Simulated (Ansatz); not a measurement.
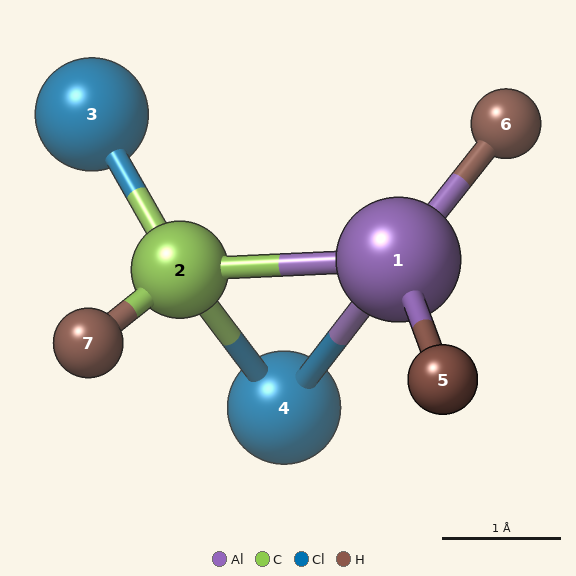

Orthographic view. Depth is shown by fading: the farther an atom, the more it takes the colour of the background. The geometry was computed by an optimisation with PBE0-D4/def2-TZVP.

Write a Z-matrix (Å, degrees) in the order of the atom numbers, with these reference atoms: 2 to 1; 3 to 2, 1; 4 to 2, 3, 1; 5 to 1, 2, 3; 6 to 1, 5, 2; 7 to 2, 3, 4.

```
Al 
C    1   1.974
Cl   2   1.743   1   122.7
Cl   2   1.881   3   111.0   1   -89.7
H    1   1.580   2   116.5   3   160.1
H    1   1.576   5   126.6   2   174.4
H    2   1.086   3   109.0   4  -113.3
```
